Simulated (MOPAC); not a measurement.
# Run report: SiH₃S₃Cl, geometry relaxation (part 1 of 2)

SiH₃S₃Cl, SMILES S[Si](S)(S)Cl, computed with AM1, closed shell (MOPAC 23.2.5).

The atoms were displaced at random from an optimised geometry.

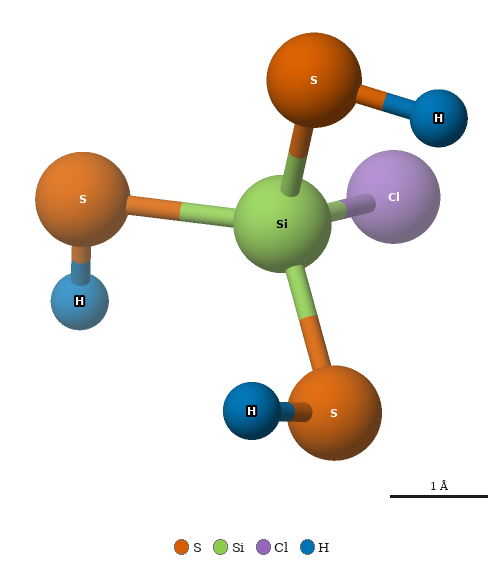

*The structure as given in the input (ball-and-stick view, seen at a tilt).*

**Input file (mol.mop)**
```
CYCLES=300 GNORM=0.01 MULLIK BONDS DISP CHARGE=0 AM1 AUX(PRECISION=9) THREADS=1
ClH3S3Si optimise
S[Si](S)(S)Cl
S -1.073347 1 1.401273 1 1.176236 1
Si 0.152857 1 0.261841 1 -0.130322 1
S 1.823534 1 -0.164787 1 1.097722 1
S -0.792492 1 -1.433161 1 -0.958145 1
Cl 0.656163 1 1.335108 1 -1.803746 1
H -2.082441 1 1.495144 1 0.274362 1
H 2.391595 1 -0.930548 1 0.131480 1
H -1.047097 1 -1.953935 1 0.263011 1
```

Run as:
```bash
mopac mol.mop
```

**Log**
```
MOPAC v23.2.5
AM1 CALCULATION RESULTS

 *  AM1        - The AM1 Hamiltonian to be used
 *
 *
 *
 *                 CHARGE ON SYSTEM = 0
 *
 *
 *
 *  THREADS=1  - MULTI-THREADING NOT USED
 *  CYCLES=    - DO A MAXIMUM OF 300 STEPS
 *  GNORM      - EXIT WHEN GRADIENT NORM DROPS BELOW 0.010
 *  AUX        - OUTPUT AUXILIARY INFORMATION
 *  DISP       - PRINT DISPERSION AND HYDROGEN BOND ENERGIES
 *  BONDS      - FINAL BOND-ORDER MATRIX TO BE PRINTED
 *  MULLIK     - THE MULLIKEN ANALYSIS TO BE PERFORMED
CYCLES=300 GNORM=0.01 MULLIK BONDS DISP CHARGE=0 AM1 AUX(PRECISION=9) THREADS=1
 ClH3S3Si optimise
 S[Si](S)(S)Cl
   ATOM   CHEMICAL          X               Y               Z
  NUMBER   SYMBOL      (ANGSTROMS)     (ANGSTROMS)     (ANGSTROMS)

     1       S         -1.07334700  *   1.40127300  *   1.17623600  *
     2      Si          0.15285700  *   0.26184100  *  -0.13032200  *
     3       S          1.82353400  *  -0.16478700  *   1.09772200  *
     4       S         -0.79249200  *  -1.43316100  *  -0.95814500  *
     5      Cl          0.65616300  *   1.33510800  *  -1.80374600  *
     6       H         -2.08244100  *   1.49514400  *   0.27436200  *
     7       H          2.39159500  *  -0.93054800  *   0.13148000  *
     8       H         -1.04709700  *  -1.95393500  *   0.26301100  *

          CARTESIAN COORDINATES

    NO.       ATOM           X           Y           Z

     1         S         -1.0733      1.4013      1.1762
     2        Si          0.1529      0.2618     -0.1303
     3         S          1.8235     -0.1648      1.0977
     4         S         -0.7925     -1.4332     -0.9581
     5        Cl          0.6562      1.3351     -1.8037
     6         H         -2.0824      1.4951      0.2744
     7         H          2.3916     -0.9305      0.1315
     8         H         -1.0471     -1.9539      0.2630

           Empirical Formula: H3 S3 Si Cl  =     8 atoms

      MOLECULAR POINT GROUP   :   C1

      RHF CALCULATION, NO. OF DOUBLY OCCUPIED LEVELS = 16

          Geometry optimization using EF

          DIAGONAL MATRIX USED AS START HESSIAN
```

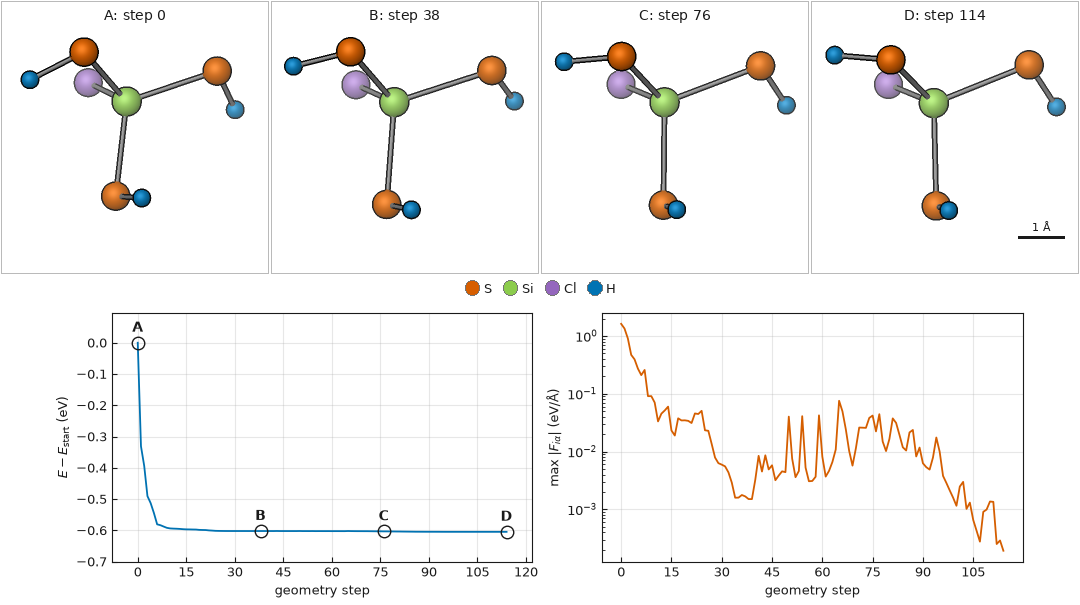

*Frames of the relaxation (ball-and-stick view, seen at a tilt) above the curves, on which the letters mark them (steps are counted from 0).*

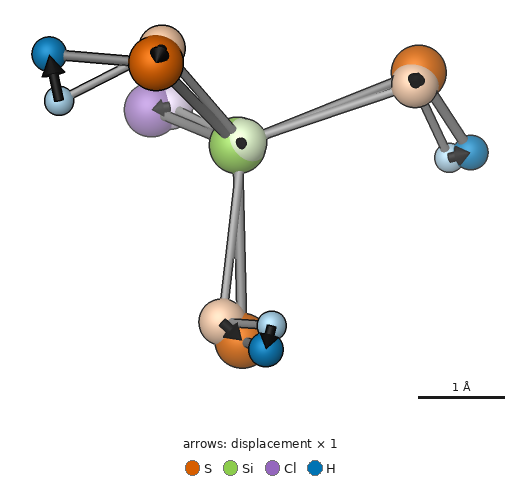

*Start (faint) and end (solid) with the displacements as black arrows, at true length (ball-and-stick view, seen at a tilt). The two geometries are laid on each other by the best rigid fit.*

After 114 geometry steps the energy has fallen by 0.605 eV. The largest force component goes from 1.6 to 0.00019 eV/Å. H6 moves most after the best rigid fit: 0.56 Å. By element the largest moves are H 0.56 Å, S 0.32 Å, Cl 0.22 Å, Si 0.10 Å. Among the contacts that change: Si2–S4 2.110 → 2.281 Å, Si2–S3 2.117 → 2.273 Å, S1–Si2 2.123 → 2.277 Å, S1–H6 1.357 → 1.329 Å. Among the angles that change: Si2–S3–H7 91.8° → 98.5°, Si2–S4–H8 92.3° → 98.7°, Si2–S1–H6 93.3° → 98.3°. (Atoms are counted from 1 in the order of the input.)

```
 CYCLE:     1 TIME:   0.008 TIME LEFT:  2.00D  GRAD.:    87.319 HEAT: -35.00743
 CYCLE:     2 TIME:   0.000 TIME LEFT:  2.00D  GRAD.:    59.865 HEAT: -42.64344
 CYCLE:     3 TIME:   0.000 TIME LEFT:  2.00D  GRAD.:    51.290 HEAT: -44.08986
 CYCLE:     4 TIME:   0.000 TIME LEFT:  2.00D  GRAD.:    20.493 HEAT: -46.31839
 CYCLE:     5 TIME:   0.000 TIME LEFT:  2.00D  GRAD.:    18.309 HEAT: -46.84060
 CYCLE:     6 TIME:   0.008 TIME LEFT:  2.00D  GRAD.:    14.877 HEAT: -47.56685
 CYCLE:     7 TIME:   0.000 TIME LEFT:  2.00D  GRAD.:     9.484 HEAT: -48.40043
 CYCLE:     8 TIME:   0.000 TIME LEFT:  2.00D  GRAD.:     9.979 HEAT: -48.46309
 CYCLE:     9 TIME:   0.000 TIME LEFT:  2.00D  GRAD.:     5.266 HEAT: -48.56276
 CYCLE:    10 TIME:   0.000 TIME LEFT:  2.00D  GRAD.:     3.757 HEAT: -48.65762
[... 95 lines of further cycles ...]
 CYCLE:   106 TIME:   0.008 TIME LEFT:  2.00D  GRAD.:     0.033 HEAT: -48.95310
 CYCLE:   107 TIME:   0.000 TIME LEFT:  2.00D  GRAD.:     0.023 HEAT: -48.95313
 CYCLE:   108 TIME:   0.000 TIME LEFT:  2.00D  GRAD.:     0.015 HEAT: -48.95315
 CYCLE:   109 TIME:   0.000 TIME LEFT:  2.00D  GRAD.:     0.042 HEAT: -48.95315
 CYCLE:   110 TIME:   0.000 TIME LEFT:  2.00D  GRAD.:     0.053 HEAT: -48.95325
 CYCLE:   111 TIME:   0.000 TIME LEFT:  2.00D  GRAD.:     0.057 HEAT: -48.95323
 CYCLE:   112 TIME:   0.008 TIME LEFT:  2.00D  GRAD.:     0.066 HEAT: -48.95321
 CYCLE:   113 TIME:   0.000 TIME LEFT:  2.00D  GRAD.:     0.012 HEAT: -48.95323
 CYCLE:   114 TIME:   0.000 TIME LEFT:  2.00D  GRAD.:     0.010 HEAT: -48.95323
 CYCLE:   115 TIME:   0.000 TIME LEFT:  2.00D  GRAD.:     0.008 HEAT: -48.95322

     GRADIENT =  0.00768 IS LESS THAN CUTOFF =  0.01000

 -------------------------------------------------------------------------------
 CYCLES=300 GNORM=0.01 MULLIK BONDS DISP CHARGE=0 AM1 AUX(PRECISION=9) THREADS=1
 ClH3S3Si optimise
 S[Si](S)(S)Cl

     GEOMETRY OPTIMISED USING EIGENVECTOR FOLLOWING (EF).
     SCF FIELD WAS ACHIEVED

                              AM1 CALCULATION

          FINAL HEAT OF FORMATION =        -48.95322 KCAL/MOL =    -204.82028 KJ/MOL

          TOTAL ENERGY            =     -24999.53416 KCAL/MOL = ELECTRONIC ENERGY + CORE-CORE REPULSION
          ENERGY OF ATOMS         =      24950.58094 KCAL/MOL
                              SUM =        -48.95322 KCAL/MOL
          DISPERSION ENERGY       =          0.00000 KCAL/MOL
                              SUM =        -48.95322 KCAL/MOL = FINAL HEAT OF FORMATION

          TOTAL ENERGY            =      -1084.08241 EV
          ELECTRONIC ENERGY       =      -2965.91961 EV
          CORE-CORE REPULSION     =       1881.83720 EV
          COSMO AREA              =        164.46 SQUARE ANGSTROMS
          COSMO VOLUME            =        167.93 CUBIC ANGSTROMS

          GRADIENT NORM           =          0.00768          =       0.00272 PER ATOM
          IONIZATION POTENTIAL    =         10.090013 EV
          HOMO LUMO ENERGIES (EV) =        -10.090 -2.468
          NO. OF FILLED LEVELS    =         16
          MOLECULAR WEIGHT        =        162.7422         POINT GROUP:  C1

          MOLECULAR DIMENSIONS (Angstroms)

            Atom       Atom       Distance
            H     7    H     6     5.43759
            H     8   Cl     5     4.39154
            S     3    S     4     3.14346

          SCF CALCULATIONS        =        119

          WALL-CLOCK TIME         =      0.172 SECONDS
          COMPUTATION TIME        =      0.163 SECONDS

   ATOM   CHEMICAL          X               Y               Z
  NUMBER   SYMBOL      (ANGSTROMS)     (ANGSTROMS)     (ANGSTROMS)

     1       S         -1.21499591  *   1.39308074  *   1.24305282  *
     2      Si          0.16788910  *   0.30654929  *  -0.20294442  *
     3       S          1.96128311  *  -0.15663183  *   1.11379625  *
     4       S         -0.76626282  *  -1.62543202  *  -0.97562088  *
     5      Cl          0.61490981  *   1.40744659  *  -1.84540076  *
     6       H         -1.79170311  *   2.21748582  *   0.37468343  *
     7       H          2.46317500  *  -1.16806806  *   0.41194742  *
     8       H         -1.37003478  *  -2.01918894  *   0.14369094  *

                             CARTESIAN COORDINATES

   1    S       -1.214995908     1.393080742     1.243052824
   2   Si        0.167889099     0.306549287    -0.202944423
   3    S        1.961283107    -0.156631827     1.113796249
   4    S       -0.766262822    -1.625432017    -0.975620878
   5   Cl        0.614909807     1.407446594    -1.845400759
   6    H       -1.791703107     2.217485817     0.374683432
   7    H        2.463175001    -1.168068064     0.411947420
   8    H       -1.370034782    -2.019188945     0.143690937

           Empirical Formula: H3 S3 Si Cl  =     8 atoms

      MOLECULAR POINT GROUP   :   C1

                  EIGENVALUES
 -38.11413 -19.82794 -19.76272 -19.27758 -17.45826 -16.29516 -15.15746 -14.72315
 -13.75339 -13.45014 -13.00160 -12.09933 -11.66560 -10.32390 -10.19089 -10.09001
  -2.46820  -2.34612  -2.18177  -1.55155   0.69577   0.88286   0.96639

              NET ATOMIC CHARGES AND DIPOLE CONTRIBUTIONS

  ATOM NO.   TYPE          CHARGE      No. of ELECS.   s-Pop       p-Pop
    1          S          -0.271887        6.2719     1.92364     4.34825
    2         Si           0.786299        3.2137     0.85547     2.35823
    3          S          -0.277191        6.2772     1.92361     4.35358
    4          S          -0.329607        6.3296     1.92316     4.40645
    5         Cl          -0.215778        7.2158     1.97936     5.23642
    6          H           0.097203        0.9028     0.90280
    7          H           0.097916        0.9021     0.90208
    8          H           0.113045        0.8870     0.88696
 DIPOLE           X         Y         Z       TOTAL
 POINT-CHG.    -0.237     0.051     0.031     0.244
 HYBRID        -0.421    -0.173    -0.798     0.919
 SUM           -0.657    -0.122    -0.767     1.017

          ATOMIC ORBITAL ELECTRON POPULATIONS

     Atom    s        px        py        pz
    1  S   1.92364   1.57468   1.53355   1.24002
    2 Si   0.85547   0.82050   0.79770   0.74002
    3  S   1.92361   1.45773   1.47178   1.42407
    4  S   1.92316   1.70183   1.45350   1.25112
    5 Cl   1.97936   1.91458   1.75984   1.56200
    6  H   0.90280
    7  H   0.90208
    8  H   0.88696

          BONDING CONTRIBUTION OF EACH M.O.

  0.1390  1.3094  1.3394  1.2442  1.6407  1.5840  1.3993  1.0959  0.6809  0.4890
  0.7349  0.7258  0.8793  0.2430  0.3177  0.2649 -2.0447 -2.0934 -2.0470 -1.9767
 -1.9754 -1.9776 -1.9727

            (VALENCIES)   BOND ORDERS

     1  S     (2.065)     6  H 0.978     2 Si 0.966     4  S 0.049     5 Cl 0.040     3  S 0.022

     2 Si     (3.833)     5 Cl 0.980     1  S 0.966     3  S 0.958     4  S 0.920

     3  S     (2.067)     7  H 0.977     2 Si 0.958     5 Cl 0.052     4  S 0.051     1  S 0.022

     4  S     (2.035)     8  H 0.976     2 Si 0.920     3  S 0.051     1  S 0.049     5 Cl 0.038

     5 Cl     (1.120)     2 Si 0.980     3  S 0.052     1  S 0.040     4  S 0.038

     6  H     (0.991)     1  S 0.978

     7  H     (0.990)     3  S 0.977

     8  H     (0.987)     4  S 0.976

           MULLIKEN POPULATION ANALYSIS

        MULLIKEN POPULATIONS AND CHARGES

      NO.  ATOM   POPULATION      CHARGE
        1    S     6.371026     -0.371026
        2   Si     2.984847      1.015153
        3    S     6.376355     -0.376355
        4    S     6.433794     -0.433794
        5   Cl     7.265247     -0.265247
        6    H     0.863178      0.136822
        7    H     0.861926      0.138074
        8    H     0.843627      0.156373

 *                    *
 * JOB ENDED NORMALLY *
 *                    *

 TOTAL JOB TIME:             0.17 SECONDS

 == MOPAC DONE ==
```

**Trajectory as extended XYZ (Å, eV, eV/Å), 27 of the 115 frames kept, from step=0 to step=114**
```
8
Properties=species:S:1:pos:R:3:forces:R:3 step=0 energy=-1.51807
S    -1.0733    1.4013    1.1762   -1.3793   0.8652   0.7231
Si    0.1529    0.2618   -0.1303    0.5441   1.3357  -1.3448
S     1.8235   -0.1648    1.0977    1.5213  -0.7043   0.5835
S    -0.7925   -1.4332   -0.9581   -0.8783  -1.6204  -0.2114
Cl    0.6562    1.3351   -1.8037    0.0882   0.1210  -0.2100
H    -2.0824    1.4951    0.2744    0.0381   0.1883   0.3726
H     2.3916   -0.9305    0.1315    0.2262   0.0982   0.4105
H    -1.0471   -1.9539    0.2630   -0.1603  -0.2837  -0.3234
8
Properties=species:S:1:pos:R:3:forces:R:3 step=4 energy=-2.03120
S    -1.1299    1.4491    1.2533   -0.0303   0.0291  -0.0132
Si    0.1781    0.3462   -0.2221    0.0156   0.0400   0.1774
S     1.8743   -0.2129    1.1588    0.0572   0.0545   0.0380
S    -0.8218   -1.5419   -0.9751   -0.1082  -0.1361   0.1487
Cl    0.6676    1.3705   -1.8694    0.1084   0.1997  -0.2305
H    -2.1054    1.5366    0.3781   -0.3650   0.1973   0.0343
H     2.4270   -0.9518    0.2283    0.3934  -0.2416  -0.0211
H    -1.0622   -2.0142    0.2525   -0.0710  -0.1431  -0.1336
8
Properties=species:S:1:pos:R:3:forces:R:3 step=9 energy=-2.10999
S    -1.1590    1.4642    1.2405   -0.0275   0.0159  -0.0131
Si    0.1763    0.3431   -0.2206   -0.0210  -0.0420  -0.0003
S     1.9093   -0.2177    1.1427    0.0476   0.0090  -0.0231
S    -0.8349   -1.5669   -0.9636   -0.0198  -0.0016   0.0521
Cl    0.6800    1.4026   -1.8733   -0.0189  -0.0535   0.0559
H    -2.2027    1.6439    0.4363    0.0146   0.0218   0.0044
H     2.5251   -1.0491    0.3063    0.0168   0.0222   0.0151
H    -1.0871   -2.1154    0.2306    0.0081   0.0283  -0.0909
8
Properties=species:S:1:pos:R:3:forces:R:3 step=13 energy=-2.11349
S    -1.1649    1.4771    1.2382    0.0000  -0.0122   0.0244
Si    0.1701    0.3298   -0.2052   -0.0017   0.0092   0.0085
S     1.9292   -0.2045    1.1362    0.0049   0.0099   0.0333
S    -0.8402   -1.5624   -0.9811   -0.0014   0.0204  -0.0446
Cl    0.6761    1.3835   -1.8561   -0.0001   0.0044  -0.0242
H    -2.2063    1.6652    0.4341    0.0188   0.0083  -0.0210
H     2.5400   -1.0474    0.3105    0.0118   0.0114  -0.0181
H    -1.0914   -2.1268    0.1931   -0.0322  -0.0514   0.0416
8
Properties=species:S:1:pos:R:3:forces:R:3 step=18 energy=-2.11553
S    -1.1683    1.4740    1.2427   -0.0149  -0.0091  -0.0144
Si    0.1717    0.3285   -0.1964    0.0012  -0.0081  -0.0022
S     1.9369   -0.1992    1.1421   -0.0198  -0.0075  -0.0225
S    -0.8469   -1.5555   -0.9878   -0.0042  -0.0169   0.0345
Cl    0.6743    1.3730   -1.8588   -0.0067  -0.0069   0.0163
H    -2.1883    1.6841    0.4143    0.0240   0.0124   0.0099
H     2.5503   -1.0218    0.2964    0.0211   0.0170   0.0093
H    -1.1042   -2.1543    0.1755   -0.0007   0.0191  -0.0308
8
Properties=species:S:1:pos:R:3:forces:R:3 step=22 energy=-2.11822
S    -1.1684    1.4647    1.2504    0.0009  -0.0081  -0.0135
Si    0.1657    0.3237   -0.1956    0.0456  -0.0294  -0.0117
S     1.9320   -0.1974    1.1447   -0.0086  -0.0054  -0.0054
S    -0.8487   -1.5590   -0.9924   -0.0086  -0.0144   0.0440
Cl    0.6741    1.3658   -1.8588   -0.0132   0.0026   0.0156
H    -2.1449    1.7485    0.3956   -0.0125   0.0210   0.0053
H     2.5991   -0.9604    0.2835   -0.0037   0.0184   0.0012
H    -1.1243   -2.1498    0.1709    0.0002   0.0154  -0.0354
```
